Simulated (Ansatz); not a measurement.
```
CELL_PARAMETERS angstrom
3.01865 0.00000 0.00000
-1.50932 2.61422 0.00000
0.00000 0.00000 14.76879
ATOMIC_POSITIONS crystal
Mg 0.33333 0.66667 0.83230
Mg 0.66667 0.33333 0.16770
Mg 0.33333 0.66667 0.33390
Mg 0.00000 0.00000 0.50000
Mg 0.66667 0.33333 0.66610
Zn 0.00000 0.00000 0.00000
O 0.66667 0.33333 0.91340
O 0.33333 0.66667 0.08660
O 0.00000 0.00000 0.25086
O 0.66667 0.33333 0.41695
O 0.33333 0.66667 0.58305
O 0.00000 0.00000 0.74914
```

Space group P-3m1; a structure generated by program, which may or may not match a known phase.

These are results of DFT PBE, scalar-relativistic, plane waves, PAW (Ansatz 0.2.0), not measurements.

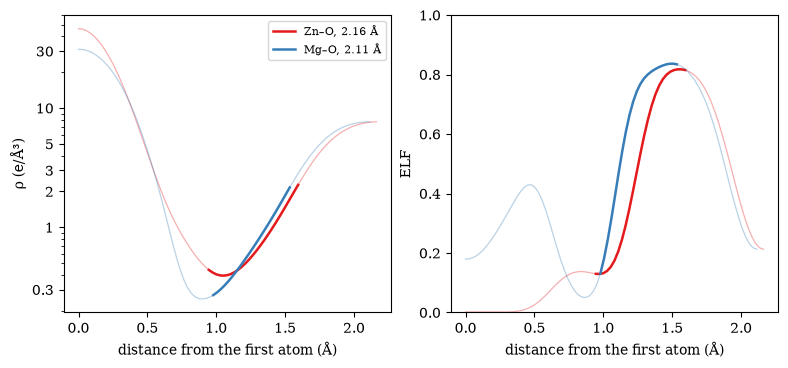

Mg₅ZnO₆. Valence pseudo-density and ELF along straight lines between neighbouring atoms. Thin, pale parts lie inside the atomic spheres.

The density is the valence pseudo-density of a PAW calculation; it isn't the true density close to the nuclei.

Q: Compare the contacts.

A: Zn–O (2.16 Å): ρ at the midpoint is about 0.4 e/Å³; the ELF peaks at about 0.80 in the valence shell of O, 0.6 Å from its nucleus, and is about 0.15 at the midpoint; no localised pair shows between them.
Mg–O (2.11 Å): ρ is about 0.32 e/Å³ halfway; the ELF peaks at about 0.85 in the valence shell of O, 0.6 Å from its nucleus, and is about 0.30 at the midpoint: an ionic contact with no shared pair.
